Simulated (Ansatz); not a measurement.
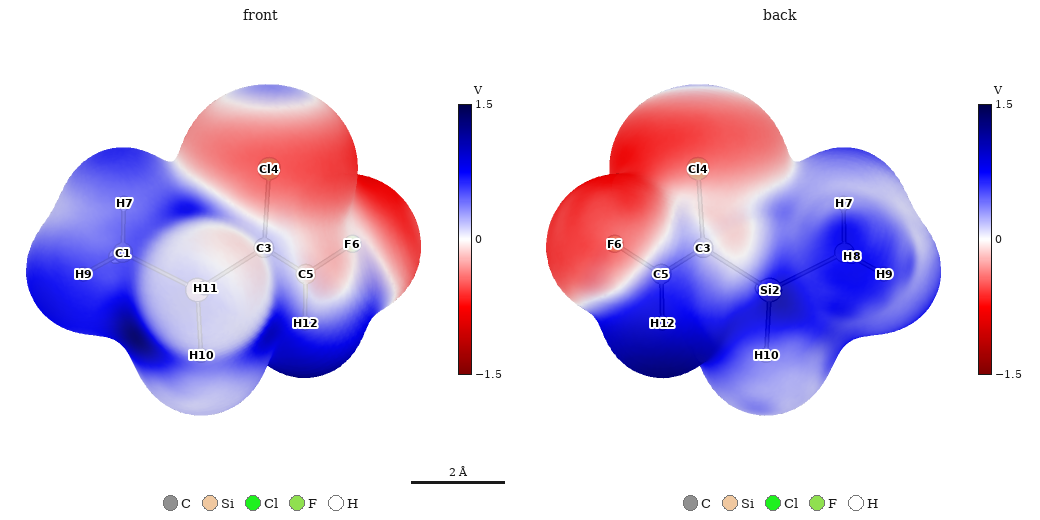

Figure. C₃H₆ClFSi. The molecular electrostatic potential painted on the density surface at 0.002 e/bohr³, seen from the front and from behind; red is negative and blue positive.

Computed with Ansatz 0.2.0, RKS B3LYP-D4/def2-SVP.

The calculation's input:

```
crystal:
  periodic: [false, false, false]
  atoms:
    - { symbol: C, position_ang: [0.1849, -0.5581, -1.6946] }
    - { symbol: Si, position_ang: [0.9845, -0.0662, -0.1252] }
    - { symbol: C, position_ang: [-0.2251, -0.0692, 1.3007] }
    - { symbol: Cl, position_ang: [0.0622, -1.2344, 2.5987] }
    - { symbol: C, position_ang: [-1.2018, 0.7907, 1.4006] }
    - { symbol: F, position_ang: [-2.08337, 0.8207, 2.42584] }
    - { symbol: H, position_ang: [-0.2852, -1.5072, -1.6403] }
    - { symbol: H, position_ang: [-0.6212, 0.216, -1.9511] }
    - { symbol: H, position_ang: [0.8458, -0.4992, -2.5008] }
    - { symbol: H, position_ang: [1.6129, 1.2813, -0.231] }
    - { symbol: H, position_ang: [2.0806, -1.0281, 0.1463] }
    - { symbol: H, position_ang: [-1.45045, 1.56043, 0.65944] }
basis:
  gaussian: { orbitals: def2-SVP }
hamiltonian:
  xc: b3lyp
  dispersion: d4
relax:
  f_tol: 0.015
  max_steps: 40
output:
  orbitals: {}
```

Run with:

```sh
ansatz run input.yaml --threads 2 --pin off --max-ram 3072MiB --backend cpu --events-out ev --progress --plain --runs-dir out
```

The fields are those of the relaxed geometry.

> Describe the electrostatic potential map.

The most negative region (about −0.8 V) lies over Cl4 and F6, the most positive (about +1.3 V) over Si2 and H12. Cl4 shows a σ-hole: about +0.3 V at the tip opposite its bond, against about −0.4 V on its flanks.
